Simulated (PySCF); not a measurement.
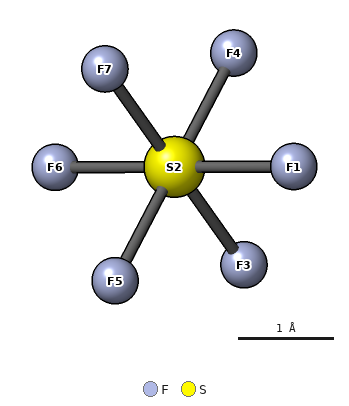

The structure as given in the input (ball-and-stick view, seen at a tilt; atoms are numbered from 1 in the order of the input).

## Two runs on SF₆

System: SF₆.
Method of the first run: TDDFT HF/def2-SVPD, vertical, gas phase, core orbitals frozen in the response (PySCF 2.14.0).

The geometry comes from this level: PBE0-D3(BJ)/def2-SVP. Text and figures count atoms from 1; the logs count them from 0 in places.

## The input, the first run
```
{"job": {"kind": "uv", "xc": "HF", "basis": "def2-SVPD", "ip": true}, "charge": 0, "multiplicity": 1}
F      0.748214     0.890050    -0.956311
S      0.000505     0.002158     0.116968
F     -1.053797    -0.430702    -0.978394
F     -0.909097     1.236188     0.503608
F      0.910186    -1.231828    -0.269796
F     -0.748201    -0.886390     1.189086
F      1.054048     0.434900     1.213282
```

The first line tells a small driver script what to run in PySCF; the rest is the geometry in Å.

Hardware: 1 CPU thread, shared host.

## Output (the first run)
```
final grid: 81376 points
cycle   1  E = -993.1171668215  dE =  1.996e+00  |g| = 1.272e+00  |ddm| = 3.408e+00
cycle   2  E = -993.3154000458  dE = -1.982e-01  |g| = 8.172e-01  |ddm| = 2.252e+00
cycle   3  E = -993.4219660622  dE = -1.066e-01  |g| = 7.221e-02  |ddm| = 8.375e-01
cycle   4  E = -993.4233056534  dE = -1.340e-03  |g| = 2.145e-02  |ddm| = 1.258e-01
cycle   5  E = -993.4234635601  dE = -1.579e-04  |g| = 3.523e-03  |ddm| = 3.543e-02
cycle   6  E = -993.4234700067  dE = -6.447e-06  |g| = 4.950e-04  |ddm| = 1.460e-02
cycle   7  E = -993.4234700854  dE = -7.867e-08  |g| = 8.277e-05  |ddm| = 1.335e-03
cycle   8  E = -993.4234700872  dE = -1.845e-09  |g| = 1.453e-05  |ddm| = 1.439e-04
cycle   9  E = -993.4234700873  dE = -3.729e-11  |g| = 6.301e-06  |ddm| = 2.048e-05
converged SCF energy = -993.4234700873

Static polarisability (au): isotropic 27.056, principal 27.044 27.056 27.067

Singlet excitations
state   eV       nm        f      main configurations
  1  11.6187    106.7   0.00000   H->L+4 0.47, H->L 0.32
  2  11.6195    106.7   0.00000   H-1->L+4 0.47, H-1->L 0.32
  3  11.6200    106.7   0.00000   H-2->L+4 0.48, H-2->L 0.32
  4  12.6140     98.3   0.00000   H-6->L+4 0.44, H-6->L 0.29
  5  12.6171     98.3   0.00000   H-7->L+4 0.44, H-7->L 0.29
  6  12.6174     98.3   0.00001   H-8->L+4 0.43, H-8->L 0.29
  7  12.8676     96.4   0.14096   H-3->L+4 0.44, H-3->L 0.30
  8  12.8698     96.3   0.14138   H-4->L+4 0.44, H-4->L 0.30
  9  12.8719     96.3   0.14151   H-5->L+4 0.43, H-5->L 0.30
 10  14.4822     85.6   0.00000   H-11->L+4 0.34, H-11->L 0.22

Triplet excitations (Tamm-Dancoff, eV): 10.7940 10.7948 10.7954 11.3668
Vertical ionisation energy (delta-SCF) = 17.2914 eV
```

The input of the second run differs as follows (lines with − go, lines with + come):
```diff
-"xc": "HF"
+"xc": "PBE0"
```

What does this change do to the results?

The total energies belong to different methods, so their difference says nothing on which is more stable or more accurate. The HOMO goes from −18.73 to −12.65 eV. The LUMO goes from 1.85 to −2.11 eV. The lowest excitation goes from 11.62 to 8.49 eV. The strongest computed line goes from 12.87 to 9.90 eV. The method changes from HF to PBE0. The SCF takes 12 iterations against 9.

## Output (the second run)
```
coarse grid: 8144 points
cycle   1  E = -995.5174655981  dE =  1.847e+00  |g| = 1.236e+00  |ddm| = 3.455e+00
cycle   2  E = -995.2088947778  dE =  3.086e-01  |g| = 1.899e+00  |ddm| = 2.879e+00
cycle   3  E = -995.7866510068  dE = -5.778e-01  |g| = 2.866e-02  |ddm| = 1.714e+00
cycle   4  E = -995.7867399457  dE = -8.894e-05  |g| = 1.935e-02  |ddm| = 5.023e-02
cycle   5  E = -995.7868004214  dE = -6.048e-05  |g| = 7.607e-04  |ddm| = 1.645e-02
cycle   6  E = -995.7868004823  dE = -6.085e-08  |g| = 5.427e-04  |ddm| = 1.337e-03
final grid: 81376 points
cycle   7  E = -995.8951824833  dE = -2.214e-05  |g| = 2.404e-03  |ddm| = 6.538e-02
cycle   8  E = -995.8951824564  dE =  2.685e-08  |g| = 2.352e-03  |ddm| = 4.939e-03
cycle   9  E = -995.8951834032  dE = -9.468e-07  |g| = 5.402e-04  |ddm| = 2.587e-03
cycle  10  E = -995.8951834459  dE = -4.265e-08  |g| = 9.736e-05  |ddm| = 4.411e-04
cycle  11  E = -995.8951834470  dE = -1.140e-09  |g| = 5.829e-05  |ddm| = 1.233e-04
cycle  12  E = -995.8951834475  dE = -5.339e-10  |g| = 4.881e-06  |ddm| = 4.788e-05
converged SCF energy = -995.8951834475

Static polarisability (au): isotropic 30.453, principal 30.441 30.453 30.466

Singlet excitations
state   eV       nm        f      main configurations
  1   8.4906    146.0   0.00000   H->L 0.98
  2   8.4910    146.0   0.00000   H-1->L 0.95
  3   8.4911    146.0   0.00000   H-2->L 0.95
  4   9.5653    129.6   0.00000   H-3->L 0.98
  5   9.5685    129.6   0.00000   H-4->L 0.98
  6   9.5701    129.6   0.00000   H-5->L 0.98
  7   9.8967    125.3   0.06395   H-6->L 0.98
  8   9.8986    125.3   0.06412   H-7->L 0.97
  9   9.9015    125.2   0.06422   H-8->L 0.97
 10  11.8711    104.4   0.00000   H-9->L 0.93

Triplet excitations (Tamm-Dancoff, eV): 7.9979 7.9982 7.9984 9.0595
Vertical electron affinity (delta-SCF) = -0.1036 eV
```

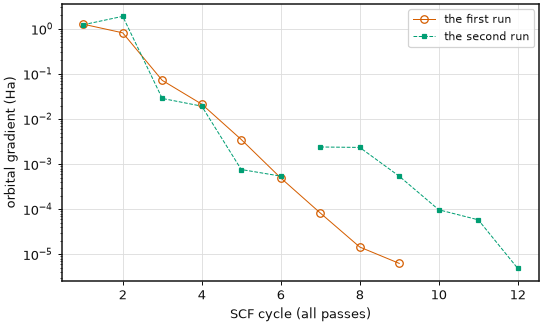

Convergence of the two runs: orbital gradient against the SCF cycle. A break in a curve parts two SCF passes (coarse and final grid). The first run takes 9 cycles in all, and the second run takes 12.

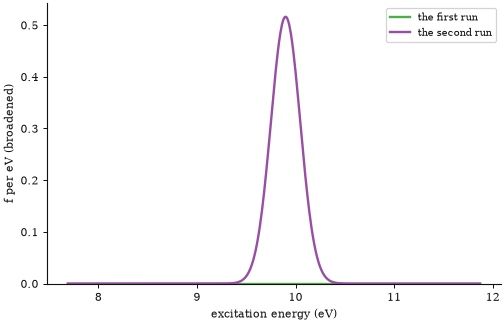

Absorption of the two runs from their computed states, each broadened by a Gaussian of 0.35 eV full width; the range ends where the shorter list of states ends.

## The two runs side by side

| quantity | the first run | the second run |
| --- | --- | --- |
| outcome | converged | converged |
| total energy (hartree) | −993.423470 | −995.895183 |
| HOMO (eV) | −18.73 | −12.65 |
| LUMO (eV) | 1.85 | −2.11 |
| dipole moment (D) | 0.00 | 0.00 |
| lowest excitation (eV) | 11.62 | 8.49 |
| SCF iterations | 9 | 12 |
| strongest computed line (eV) | 12.87 | 9.90 |
| basis functions | 165 | 165 |
| wall time (shared host) | 15 s | 69 s |

For the second run: Checks after the run noted: ip_vertical: SCF of the ion did not converge.
